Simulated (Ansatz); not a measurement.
# Two runs on AuN2H6

System: AuN2H6, charge +1.
Method of the first run: RKS BHLYP-D4/def2-TZVP (Ansatz 0.2.0).

Text and figures count atoms from 1; the logs count them from 0 in places.

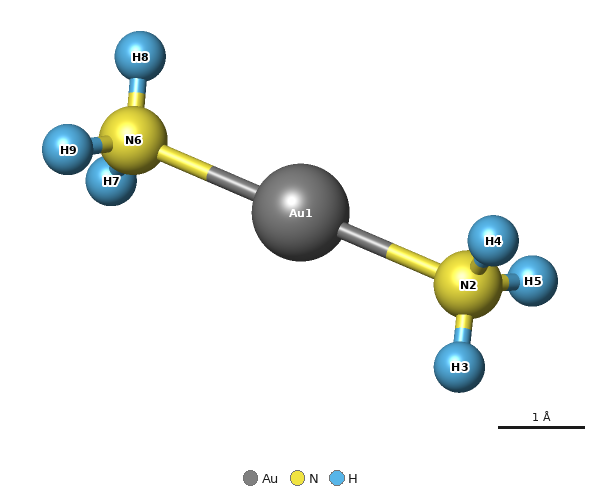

Figure 1. The structure as given in the input (ball-and-stick view, seen at a tilt; atoms are numbered from 1 in the order of the input). Sticks mark near contacts.

### Input file, the first run
```yaml
crystal:
  periodic: [false, false, false]
  atoms:
    - { symbol: Au, position_ang: [-4.0e-06, 2.0e-06, 1.0e-06] }
    - { symbol: "N", position_ang: [-0.003822, -0.0165, 2.308682] }
    - { symbol: H, position_ang: [-0.413414, 0.825886, 2.683442] }
    - { symbol: H, position_ang: [0.931887, -0.087484, 2.679136] }
    - { symbol: H, position_ang: [-0.531771, -0.795825, 2.671654] }
    - { symbol: "N", position_ang: [0.003813, 0.016502, -2.30868] }
    - { symbol: H, position_ang: [-0.934384, 0.018243, -2.679635] }
    - { symbol: H, position_ang: [0.474618, -0.79342, -2.683105] }
    - { symbol: H, position_ang: [0.47304, 0.832605, -2.671486] }
total_charge: 1
basis:
  gaussian: { orbitals: def2-TZVP }
hamiltonian:
  xc: { name: BHLYP }
  dispersion: d4
output:
  forces: true
```

Command:
```bash
ansatz run input.yaml --threads 1 --pin off --max-ram 2560MiB --backend cpu --events-out ev --progress --plain --runs-dir out
```

Hardware: 1 thread of Intel Xeon @ 2.70GHz, 189 GiB of memory available, shared host.

### Output (the first run)
```
Engine: ansatz 0.2.0, x86_64-unknown-linux-gnu
Functional definition: BHLYP
  parameter a = 0.5
  exchange = (1 - a)*b88_x + a*exact_x
  correlation = lyp_c
1082 factors; their error is unknown
mean field evaluation 1: about -6750.2011 eV, gradient 8.3e1 eV
mean field evaluation 2: about -6749.2803 eV, gradient 8.4e1 eV
mean field evaluation 4: about -6762.4352 eV, gradient 1.6e0 eV
mean field evaluation 8: about -6762.5234 eV, gradient 3.9e-2 eV
mean field evaluation 16: about -6762.5234 eV, gradient 1.1e-5 eV
mean field -6762.52341068 eV, -248.5181515396 hartree, gradient 1.1e-5 eV, S^2 0.000000; 0 other end points of the search recorded, 0 dependent functions left out
the calculation of the forces begins
reference -6762.52356725 eV, -248.5181572932 hartree; 19, 19 occupied and 119, 119 virtual orbitals, 1082 factors
Total energy: -6762.66194166 eV, -248.5232424589 hartree
Atom 0 at    -0.000004     0.000002     0.000001 Å, force    -0.000004     0.000002     0.000000 eV/Å
Atom 1 at    -0.003822    -0.016500     2.308682 Å, force     0.002131     0.009178    -1.289002 eV/Å
Atom 2 at    -0.413414     0.825886     2.683442 Å, force     0.004580    -0.008106    -0.129193 eV/Å
Atom 3 at     0.931887    -0.087484     2.679136 Å, force    -0.009815     0.001667    -0.129151 eV/Å
Atom 4 at    -0.531771    -0.795825     2.671654 Å, force     0.005879     0.009242    -0.129083 eV/Å
Atom 5 at     0.003813     0.016502    -2.308680 Å, force    -0.002100    -0.009197     1.289002 eV/Å
Atom 6 at    -0.934384     0.018243    -2.679635 Å, force     0.009816    -0.000911     0.129152 eV/Å
Atom 7 at     0.474618    -0.793420    -2.683105 Å, force    -0.005261     0.007775     0.129194 eV/Å
Atom 8 at     0.473040     0.832605    -2.671486 Å, force    -0.005226    -0.009651     0.129081 eV/Å
Dipole moment:     0.000001    -0.000000    -0.000000 e Å
```

For the second run the input was changed thus:
```diff
-    - { symbol: "N", position_ang: [-0.003822, -0.0165, 2.308682] }
-    - { symbol: H, position_ang: [-0.413414, 0.825886, 2.683442] }
-    - { symbol: H, position_ang: [0.931887, -0.087484, 2.679136] }
-    - { symbol: H, position_ang: [-0.531771, -0.795825, 2.671654] }
-    - { symbol: "N", position_ang: [0.003813, 0.016502, -2.30868] }
-    - { symbol: H, position_ang: [-0.934384, 0.018243, -2.679635] }
-    - { symbol: H, position_ang: [0.474618, -0.79342, -2.683105] }
-    - { symbol: H, position_ang: [0.47304, 0.832605, -2.671486] }
+    - { symbol: "N", position_ang: [-0.292431, -0.014694, 2.056] }
+    - { symbol: H, position_ang: [-0.749354, 0.828125, 2.370169] }
+    - { symbol: H, position_ang: [0.582545, -0.086583, 2.553067] }
+    - { symbol: H, position_ang: [-0.866532, -0.793468, 2.341911] }
+    - { symbol: "N", position_ang: [-0.28563, 0.014703, -2.056954] }
+    - { symbol: H, position_ang: [-1.266324, 0.015485, -2.293731] }
+    - { symbol: H, position_ang: [0.12929, -0.794777, -2.493313] }
+    - { symbol: H, position_ang: [0.127727, 0.831247, -2.481475] }
```

Predict how the results change.

With the same method and basis, the second run lies 8.4 kcal/mol lower. The largest force goes from 1.289 to 1.021 eV/Å. On the same kind of shared host the second run took about 0.64 times as long.

### Output (the second run)
```
Engine: ansatz 0.2.0, x86_64-unknown-linux-gnu
Functional definition: BHLYP
  parameter a = 0.5
  exchange = (1 - a)*b88_x + a*exact_x
  correlation = lyp_c
1082 factors; their error is unknown
mean field evaluation 1: about -6750.7556 eV, gradient 8.2e1 eV
mean field evaluation 2: about -6749.7496 eV, gradient 8.5e1 eV
mean field evaluation 4: about -6762.7766 eV, gradient 3.6e0 eV
mean field evaluation 8: about -6762.7986 eV, gradient 3.0e-2 eV
mean field evaluation 16: about -6762.8798 eV, gradient 5.5e-5 eV
mean field -6762.87979877 eV, -248.5312485601 hartree, gradient 5.5e-5 eV, S^2 0.000000; 0 other end points of the search recorded, 0 dependent functions left out
the calculation of the forces begins
reference -6762.87995206 eV, -248.5312541934 hartree; 19, 19 occupied and 119, 119 virtual orbitals, 1082 factors
Total energy: -6763.02534300 eV, -248.5365972119 hartree
Atom 0 at    -0.000004     0.000002     0.000001 Å, force    -1.020745     0.000261    -0.002324 eV/Å
Atom 1 at    -0.292431    -0.014694     2.056000 Å, force     0.507960    -0.001237     0.181411 eV/Å
Atom 2 at    -0.749354     0.828125     2.370169 Å, force     0.020917     0.008013    -0.045734 eV/Å
Atom 3 at     0.582545    -0.086583     2.553067 Å, force    -0.038051     0.001701     0.113525 eV/Å
Atom 4 at    -0.866532    -0.793468     2.341911 Å, force     0.020016    -0.010002    -0.060220 eV/Å
Atom 5 at    -0.285630     0.014703    -2.056954 Å, force     0.508396     0.001077    -0.179327 eV/Å
Atom 6 at    -1.266324     0.015485    -2.293731 Å, force     0.007901    -0.000742     0.110485 eV/Å
Atom 7 at     0.129290    -0.794777    -2.493313 Å, force    -0.003225     0.018434    -0.058902 eV/Å
Atom 8 at     0.127727     0.831247    -2.481475 Å, force    -0.003169    -0.017505    -0.058915 eV/Å
Dipole moment:    -0.252272     0.000015    -0.000376 e Å
```

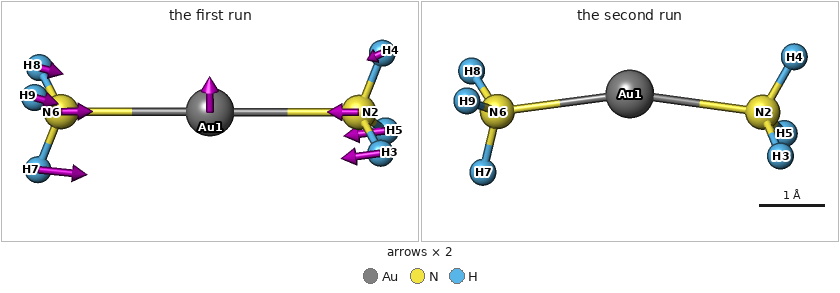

Figure 2. The two input geometries at one scale (ball-and-stick view, seen on its broad side). The pink arrows on the first give the shifts of the atoms after the best rigid fit, magnified 2 times. The atom that moves furthest after the best rigid fit is H7 (0.39 Å). Largest moves by element: H 0.39 Å, Au 0.29 Å, N 0.25 Å. Among the contacts that change: Au1–N2 2.309 → 2.077 Å.

### The two runs side by side

```csv
quantity,the first run,the second run
outcome,converged,converged
total energy (hartree),−248.523242,−248.536597
largest force (eV/Å),1.289,1.021
basis functions,138,138
wall time (shared host),7.4 s,4.7 s
```
